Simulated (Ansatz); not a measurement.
# F4H2OZr: what the fields show

```xyz
8

Zr   -0.4183    0.3872   -0.7023
O     0.4450   -0.6644    1.2550
F     0.4358   -1.1867   -1.4152
F    -2.1543    0.0750    0.0387
F    -0.8241    1.3070   -2.3285
H     1.0449   -0.1131    1.7799
F     0.6387    1.7454    0.1751
H     0.8324   -1.5504    1.1972
```

Core potentials replace the inner electrons of Zr.

The calculation used RKS B3LYP/def2-SVP (Ansatz).

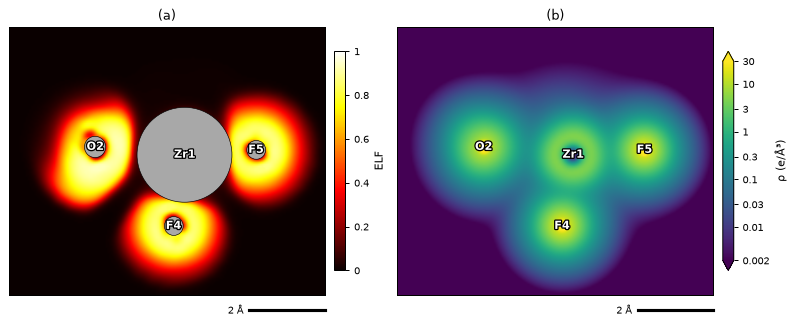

Figure 1. (a) electron localisation function; (b) electron density on the plane of atoms O2, Zr1 and F4. Grey discs cover the atomic cores in the ELF map.

> Describe what can be read from this map.

Atoms in the plane: Zr, O and F. Zr–F (1.91 Å): the density is about 0.91 e/Å³ at the midpoint; the ELF peaks at about 0.85 in the valence shell of F, 0.5 Å from its nucleus, and drops to about 0.20 between the two atoms. Zr–O (2.38 Å): the density is about 0.3 e/Å³ at the midpoint; the ELF peaks at about 0.90 in the valence shell of O, 0.6 Å from its nucleus, and drops to about 0.10 between the two atoms.

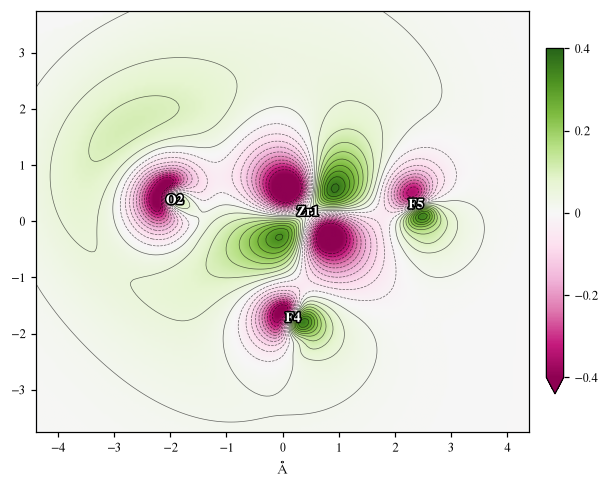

Figure 2. One frontier orbital on the plane of atoms O2, Zr1 and F4 (values in Å⁻³ᐟ²; the overall sign is arbitrary).

> Which orbital is it: HOMO or LUMO?

The LUMO, at −0.93 eV. By Hirshfeld shares it lies mainly on Zr1 (about 50 %), H8 (about 15 %), H6 (about 15 %) and O2 (about 10 %).

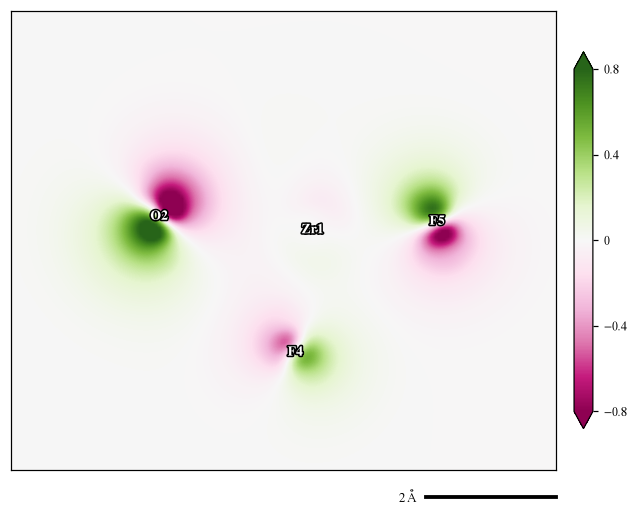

Figure 3. The HOMO on the plane of atoms F4, Zr1 and F5 (values in Å⁻³ᐟ²; the overall sign is arbitrary).

> Where does this orbital lie, and at what energy?

Its weight (Hirshfeld) is mainly on O2 (about 35 %), F3 (about 20 %), F7 (about 15 %) and F5 (about 15 %); largely a combination of lone pairs on O2, F3, F7 and F5. Its energy is −10.51 eV.
